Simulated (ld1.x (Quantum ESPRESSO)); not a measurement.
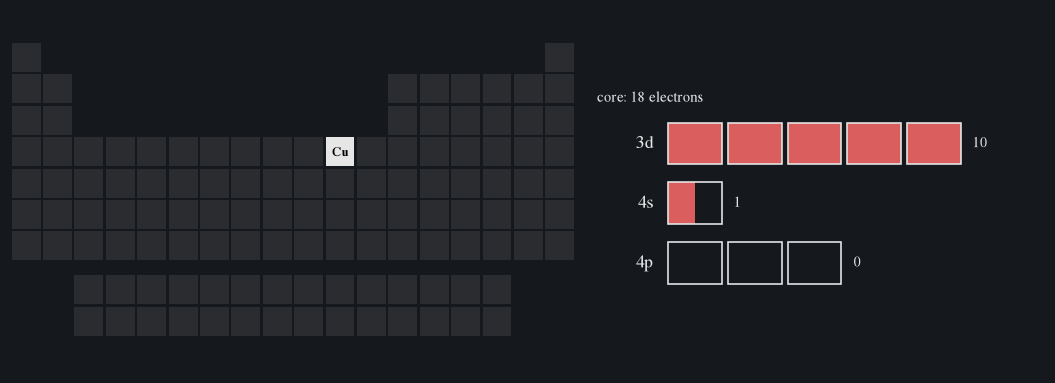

Left, the place of copper in the periodic table; right, the valence shells of the reference configuration: a box for each of the 2l + 1 orbitals, shaded by the share of the shell that is filled, with the electron count at the right.

Pseudopotential generation for Cu (part 1 of 2)

- system: copper (Cu, Z = 29), core [Ar], reference valence 3d10 4s1 4p0, valence charge 11.
- method: TM potential, PBE, scalar-relativistic, made with ld1.x (Quantum ESPRESSO) 7.5

## Output
```
     Program LD1 v.7.5
     --------------------------- All-electron run ----------------------------

     Cu
     scalar relativistic calculation

     atomic number is 29.00
     dft =PBE   lsd =0 sic =0 latt =0  beta=0.20 tr2=1.0E-14
     Exchange-correlation= PBE
                           (   1   4   3   4   0   0   0)
     mesh =1199 r(mesh) = 100.25372 a.u. xmin = -7.00 dx = 0.01250
     1 Ry =  13.60569312 eV, c = 137.03599908

     n l     nl                  e(Ry)          e(Ha)          e(eV)
     1 0     1S 1( 2.00)      -650.5489      -325.2745     -8851.1694
     2 0     2S 1( 2.00)       -78.0904       -39.0452     -1062.4738
     2 1     2P 1( 6.00)       -67.3965       -33.6983      -916.9763
     3 0     3S 1( 2.00)        -8.4305        -4.2153      -114.7030
     3 1     3P 1( 6.00)        -5.3024        -2.6512       -72.1430
     3 2     3D 1(10.00)        -0.3703        -0.1851        -5.0378
     4 0     4S 1( 1.00)        -0.3388        -0.1694        -4.6093
     4 1     4P 1( 0.00)        -0.0512        -0.0256        -0.6967

     final scf error:  5.3E-15 reached in  32 iterations

     Etot =   -3309.701531 Ry,   -1654.850765 Ha,  -45030.783357 eV

     Ekin =    3358.932341 Ry,    1679.466170 Ha,   45700.602648 eV
     Encl =   -7969.314771 Ry,   -3984.657386 Ha, -108428.051175 eV
     Eh   =    1435.751702 Ry,     717.875851 Ha,   19534.397054 eV
     Exc  =    -135.070802 Ry,     -67.535401 Ha,   -1837.731883 eV

     normalization and overlap integrals

     s(1S/1S) =  1.000000  <r> =   0.0521  <r2> =    0.0037  r(max) =   0.0341
     s(2S/2S) =  1.000000  <r> =   0.2352  <r2> =    0.0653  r(max) =   0.1960
     s(2P/2P) =  1.000000  <r> =   0.2064  <r2> =    0.0523  r(max) =   0.1585
     s(3S/3S) =  1.000000  <r> =   0.7119  <r2> =    0.5863  r(max) =   0.6112
     s(3P/3P) =  1.000000  <r> =   0.7494  <r2> =    0.6650  r(max) =   0.6189
     s(3D/3D) =  1.000000  <r> =   1.0474  <r2> =    1.5756  r(max) =   0.6036
     s(4S/4S) =  1.000000  <r> =   2.9362  <r2> =   10.2155  r(max) =   2.2710
     s(4P/4P) =  1.000000  <r> =   5.1791  <r2> =   33.4210  r(max) =   3.6517

     ------------------------ End of All-electron run ------------------------

     --------------------- Generating NC pseudopotential ---------------------

      Generating local pot.: lloc=0, matching radius rcloc =   2.4000

      Computing core charge for nlcc:

       r > 1.16 : true rho core
       r < 1.16 : rho core = a sin(br)/r    a=   5.88  b=   2.31

      Integrated core pseudo-charge :   3.86

      Wfc   4P  rcut= 2.300  Using Troullier-Martins method

      Wfc   3D  rcut= 1.395  Using Troullier-Martins method

     ------------------- End of pseudopotential generation -------------------

     --------------------------- All-electron run ----------------------------

     Cu
     scalar relativistic calculation

     atomic number is 29.00
     dft =PBE   lsd =0 sic =0 latt =0  beta=0.20 tr2=1.0E-14
     Exchange-correlation= PBE
                           (   1   4   3   4   0   0   0)
     mesh =1199 r(mesh) = 100.25372 a.u. xmin = -7.00 dx = 0.01250
     1 Ry =  13.60569312 eV, c = 137.03599908

     n l     nl                  e(Ry)          e(Ha)          e(eV)
     1 0     1S 1( 2.00)      -650.5489      -325.2745     -8851.1694
     2 0     2S 1( 2.00)       -78.0904       -39.0452     -1062.4738
     2 1     2P 1( 6.00)       -67.3965       -33.6983      -916.9763
     3 0     3S 1( 2.00)        -8.4305        -4.2153      -114.7030
     3 1     3P 1( 6.00)        -5.3024        -2.6512       -72.1430
     3 2     3D 1(10.00)        -0.3703        -0.1851        -5.0378
     4 0     4S 1( 1.00)        -0.3388        -0.1694        -4.6093
     4 1     4P 1( 0.00)        -0.0512        -0.0256        -0.6967

     final scf error:  5.3E-15 reached in  32 iterations

     Etot =   -3309.701531 Ry,   -1654.850765 Ha,  -45030.783357 eV

     Ekin =    3358.932341 Ry,    1679.466170 Ha,   45700.602648 eV
     Encl =   -7969.314771 Ry,   -3984.657386 Ha, -108428.051175 eV
     Eh   =    1435.751702 Ry,     717.875851 Ha,   19534.397054 eV
     Exc  =    -135.070802 Ry,     -67.535401 Ha,   -1837.731883 eV

     normalization and overlap integrals

     s(1S/1S) =  1.000000  <r> =   0.0521  <r2> =    0.0037  r(max) =   0.0341
     s(2S/2S) =  1.000000  <r> =   0.2352  <r2> =    0.0653  r(max) =   0.1960
     s(2P/2P) =  1.000000  <r> =   0.2064  <r2> =    0.0523  r(max) =   0.1585
     s(3S/3S) =  1.000000  <r> =   0.7119  <r2> =    0.5863  r(max) =   0.6112
     s(3P/3P) =  1.000000  <r> =   0.7494  <r2> =    0.6650  r(max) =   0.6189
     s(3D/3D) =  1.000000  <r> =   1.0474  <r2> =    1.5756  r(max) =   0.6036
     s(4S/4S) =  1.000000  <r> =   2.9362  <r2> =   10.2155  r(max) =   2.2710
     s(4P/4P) =  1.000000  <r> =   5.1791  <r2> =   33.4210  r(max) =   3.6517

     ------------------------ End of All-electron run ------------------------

     Computing logarithmic derivative in   2.58952
     Computing logarithmic derivative in   2.58952
     Computing the partial wave expansion
       no projector for channel:   0
     R is outside the sphere for l=    1 j= 0.00
     R is outside the sphere for l=    2 j= 0.00

     ---------------------- Testing the pseudopotential ----------------------

     Cu
     scalar relativistic calculation

     atomic number is 29.00   valence charge is 11.00
     dft =PBE   lsd =0 sic =0 latt =0  beta=0.20 tr2=1.0E-14
     mesh =1199 r(mesh) = 100.25372 xmin = -7.00 dx = 0.01250

     n l     nl             e AE (Ry)        e PS (Ry)    De AE-PS (Ry)
     3 2     3D   1(10.00)       -0.37027       -0.37027        0.00000
     1 0     4S   1( 1.00)       -0.33878       -0.33878        0.00000
     2 1     4P   1( 0.00)       -0.05121       -0.05121       -0.00000

     eps = 1.3E-16  iter =  9

     Etot =   -3309.701531 Ry,   -1654.850765 Ha,  -45030.783357 eV
     Etotps =  -102.262877 Ry,     -51.131438 Ha,   -1391.357321 eV

     Ekin =     138.579061 Ry,      69.289530 Ha,    1885.464173 eV
     Encl =    -163.313656 Ry,     -81.656828 Ha,   -2221.995489 eV
     Ehrt =      96.444181 Ry,      48.222091 Ha,    1312.189934 eV
     Ecxc =     -24.000769 Ry,     -12.000385 Ha,    -326.547101 eV
     (Ecc =      -4.891186 Ry,      -2.445593 Ha,     -66.547979 eV)
     Epseu=    -149.971693 Ry,     -74.985847 Ha,   -2040.468838 eV

     ---------------------- End of pseudopotential test ----------------------
```

## Output of the test run (extracts)
```
     ---------------------- Testing the pseudopotential ----------------------

     Cu
     scalar relativistic calculation

     atomic number is 29.00   valence charge is 11.00
     dft =PBE   lsd =0 sic =0 latt =0  beta=0.20 tr2=1.0E-14
     mesh =1199 r(mesh) = 100.25372 xmin = -7.00 dx = 0.01250

     n l     nl             e AE (Ry)        e PS (Ry)    De AE-PS (Ry)
     3 2     3D   1(10.00)       -0.37027       -0.37027        0.00000
     1 0     4S   1( 1.00)       -0.33878       -0.33878        0.00000
     2 1     4P   1( 0.00)       -0.05121       -0.05121       -0.00000

     eps = 5.9E-15  iter = 13

     Etot =   -3309.701531 Ry,   -1654.850765 Ha,  -45030.783357 eV
     Etotps =  -102.262876 Ry,     -51.131438 Ha,   -1391.357315 eV

     Ekin =     138.579061 Ry,      69.289530 Ha,    1885.464173 eV
     Encl =    -163.313656 Ry,     -81.656828 Ha,   -2221.995486 eV
     Ehrt =      96.444181 Ry,      48.222090 Ha,    1312.189929 eV
     Ecxc =     -24.000769 Ry,     -12.000385 Ha,    -326.547100 eV
     (Ecc =      -4.891186 Ry,      -2.445593 Ha,     -66.547979 eV)
     Epseu=    -149.971693 Ry,     -74.985846 Ha,   -2040.468830 eV

     ---------------------- End of pseudopotential test ----------------------

     ---------------------- Testing the pseudopotential ----------------------

     Cu
     scalar relativistic calculation

     atomic number is 29.00   valence charge is 11.00
     dft =PBE   lsd =0 sic =0 latt =0  beta=0.20 tr2=1.0E-14
     mesh =1199 r(mesh) = 100.25372 xmin = -7.00 dx = 0.01250

     n l     nl             e AE (Ry)        e PS (Ry)    De AE-PS (Ry)
     3 2     3D   1(10.00)       -1.00387       -1.00030       -0.00357
     1 0     4S   1( 0.00)       -0.87409       -0.87622        0.00213
     2 1     4P   1( 0.00)       -0.48142       -0.48303        0.00161

     eps = 4.4E-15  iter = 10

     Etot =   -3309.102669 Ry,   -1654.551334 Ha,  -45022.635421 eV
     Etotps =  -101.663085 Ry,     -50.831542 Ha,   -1383.196732 eV
     dEtot_ae =       0.598862 Ry
     dEtot_ps =       0.599792 Ry,   Delta E=      -0.000930 Ry

     Ekin =     140.085038 Ry,      70.042519 Ha,    1905.954040 eV
     Encl =    -155.892702 Ry,     -77.946351 Ha,   -2121.028269 eV
     Ehrt =      89.787972 Ry,      44.893986 Ha,    1221.627596 eV
     Ecxc =     -23.717305 Ry,     -11.858653 Ha,    -322.690376 eV
     (Ecc =      -4.891186 Ry,      -2.445593 Ha,     -66.547979 eV)
     Epseu=    -151.926087 Ry,     -75.963044 Ha,   -2067.059723 eV

     ---------------------- End of pseudopotential test ----------------------

     ---------------------- Testing the pseudopotential ----------------------

     Cu
     scalar relativistic calculation

     atomic number is 29.00   valence charge is 11.00
     dft =PBE   lsd =0 sic =0 latt =0  beta=0.20 tr2=1.0E-14
     mesh =1199 r(mesh) = 100.25372 xmin = -7.00 dx = 0.01250

     n l     nl             e AE (Ry)        e PS (Ry)    De AE-PS (Ry)
     3 2     3D   1( 9.00)       -2.17762       -2.22140        0.04377  !
     1 0     4S   1( 0.00)       -1.64243       -1.65049        0.00806  !
     2 1     4P   1( 0.00)       -1.12816       -1.12681       -0.00135

     eps = 6.8E-15  iter =  8

     Etot =   -3307.534761 Ry,   -1653.767381 Ha,  -45001.302955 eV
     Etotps =  -100.079104 Ry,     -50.039552 Ha,   -1361.645572 eV
     dEtot_ae =       2.166770 Ry
     dEtot_ps =       2.183773 Ry,   Delta E=      -0.017003 Ry

     Ekin =     135.665668 Ry,      67.832834 Ha,    1845.825447 eV
     Encl =    -143.797295 Ry,     -71.898647 Ha,   -1956.461867 eV
     Ehrt =      77.953422 Ry,      38.976711 Ha,    1060.610340 eV
     Ecxc =     -22.582109 Ry,     -11.291054 Ha,    -307.245240 eV
     (Ecc =      -4.891186 Ry,      -2.445593 Ha,     -66.547979 eV)
     Epseu=    -147.318790 Ry,     -73.659395 Ha,   -2004.374253 eV

     ---------------------- End of pseudopotential test ----------------------

     ---------------------- Testing the pseudopotential ----------------------

     Cu
     scalar relativistic calculation

     atomic number is 29.00   valence charge is 11.00
     dft =PBE   lsd =0 sic =0 latt =0  beta=0.20 tr2=1.0E-14
     mesh =1199 r(mesh) = 100.25372 xmin = -7.00 dx = 0.01250

     n l     nl             e AE (Ry)        e PS (Ry)    De AE-PS (Ry)
     3 2     3D   1( 8.00)       -3.59499       -3.72458        0.12959  !
     1 0     4S   1( 0.00)       -2.53770       -2.57705        0.03935  !
     2 1     4P   1( 0.00)       -1.91536       -1.91470       -0.00067

     eps = 2.5E-15  iter =  7

     Etot =   -3304.666857 Ry,   -1652.333428 Ha,  -44962.283127 eV
     Etotps =   -97.126341 Ry,     -48.563170 Ha,   -1321.471184 eV
     dEtot_ae =       5.034674 Ry
     dEtot_ps =       5.136536 Ry,   Delta E=      -0.101862 Ry

     Ekin =     128.198490 Ry,      64.099245 Ha,    1744.229309 eV
     Encl =    -129.975635 Ry,     -64.987817 Ha,   -1768.408602 eV
     Ehrt =      64.870290 Ry,      32.435145 Ha,     882.605260 eV
     Ecxc =     -21.058353 Ry,     -10.529176 Ha,    -286.513487 eV
     (Ecc =      -4.891186 Ry,      -2.445593 Ha,     -66.547979 eV)
     Epseu=    -139.161133 Ry,     -69.580566 Ha,   -1893.383665 eV

     ---------------------- End of pseudopotential test ----------------------

     ---------------------- Testing the pseudopotential ----------------------

     Cu
     scalar relativistic calculation

     atomic number is 29.00   valence charge is 11.00
     dft =PBE   lsd =0 sic =0 latt =0  beta=0.20 tr2=1.0E-14
     mesh =1199 r(mesh) = 100.25372 xmin = -7.00 dx = 0.01250

     n l     nl             e AE (Ry)        e PS (Ry)    De AE-PS (Ry)
     3 2     3D   1( 7.00)       -5.21378       -5.43678        0.22299  !
     1 0     4S   1( 0.00)       -3.53893       -3.64983        0.11090  !
     2 1     4P   1( 0.00)       -2.81949       -2.82284        0.00335

     eps = 4.3E-15  iter =  7

     Etot =   -3300.278327 Ry,   -1650.139164 Ha,  -44902.574139 eV
     Etotps =   -92.560445 Ry,     -46.280223 Ha,   -1259.349011 eV
     dEtot_ae =       9.423204 Ry
     dEtot_ps =       9.702431 Ry,   Delta E=      -0.279228 Ry

     Ekin =     118.034557 Ry,      59.017279 Ha,    1605.941964 eV
     Encl =    -115.101827 Ry,     -57.550914 Ha,   -1566.040138 eV
     Ehrt =      51.676353 Ry,      25.838177 Ha,     703.092602 eV
     Ecxc =     -19.258565 Ry,      -9.629283 Ha,    -262.026129 eV
     (Ecc =      -4.891186 Ry,      -2.445593 Ha,     -66.547979 eV)
     Epseu=    -127.910963 Ry,     -63.955482 Ha,   -1740.317311 eV

     ---------------------- End of pseudopotential test ----------------------

     ---------------------- Testing the pseudopotential ----------------------

     Cu
     scalar relativistic calculation

     atomic number is 29.00   valence charge is 11.00
     dft =PBE   lsd =0 sic =0 latt =0  beta=0.20 tr2=1.0E-14
     mesh =1199 r(mesh) = 100.25372 xmin = -7.00 dx = 0.01250

     n l     nl             e AE (Ry)        e PS (Ry)    De AE-PS (Ry)
     3 2     3D   1( 9.00)       -0.69958       -0.73247        0.03288  !
     1 0     4S   1( 2.00)       -0.42717       -0.42439       -0.00277
     2 1     4P   1( 0.00)       -0.08609       -0.08322       -0.00287

     eps = 1.1E-15  iter = 16

     Etot =   -3309.556741 Ry,   -1654.778371 Ha,  -45028.813395 eV
     Etotps =  -102.102133 Ry,     -51.051066 Ha,   -1389.170287 eV
     dEtot_ae =       0.144790 Ry
     dEtot_ps =       0.160744 Ry,   Delta E=      -0.015954 Ry

     Ekin =     133.500913 Ry,      66.750457 Ha,    1816.372458 eV
     Encl =    -160.689744 Ry,     -80.344872 Ha,   -2186.295347 eV
     Ehrt =      92.771481 Ry,      46.385740 Ha,    1262.220299 eV
     Ecxc =     -23.411805 Ry,     -11.705903 Ha,    -318.533841 eV
     (Ecc =      -4.891186 Ry,      -2.445593 Ha,     -66.547979 eV)
     Epseu=    -144.272977 Ry,     -72.136489 Ha,   -1962.933858 eV

     ---------------------- End of pseudopotential test ----------------------
```

(Continued in part 2.) Outcome of the run: generated.
